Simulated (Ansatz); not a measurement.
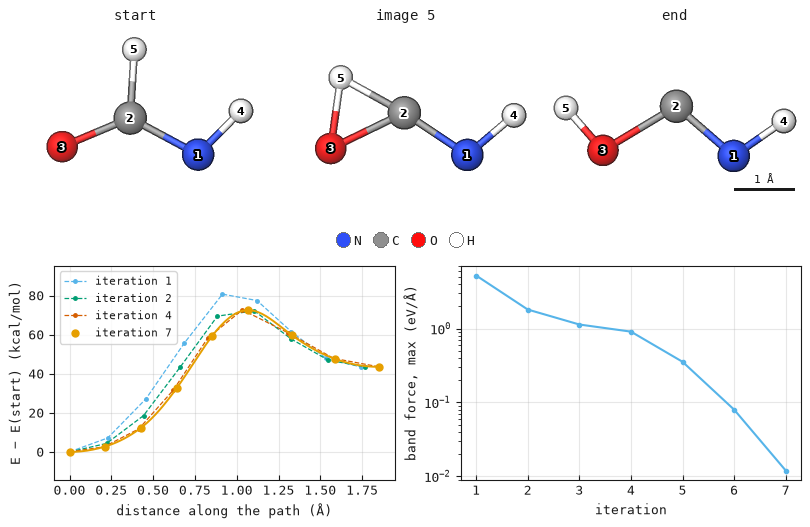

NEB run on CH$_{2}$NO (charge −1). Images are numbered from 0 (start) to 8 (end). The plot follows the band through its iterations. The picture is a ball-and-stick view, seen face on.

Theory: Ansatz, RKS CAM-B3LYP-D4/def2-SVP. Set-up: 7 movable images; climbing image; force threshold 0.05 eV/Å; iteration limit 60; starting path through a guess of the saddle point.

Judge this run.

Answer. The result is final at these settings. The band converged in 7 iterations. The largest component of the band force went from 5.2 to 0.012 eV/Å. The climbing image converged on the top of the path. Its vibrational analysis gives one imaginary mode (1868i cm⁻¹), as a transition state must have. The first iteration put the highest image at 80.7 kcal/mol. The energy climbs by 72.6 kcal/mol to image 5 and then falls by 29.1 kcal/mol, so the end point sits at +43.5 kcal/mol.

Limits of the set-up: the basis has no diffuse functions, which an anion needs.
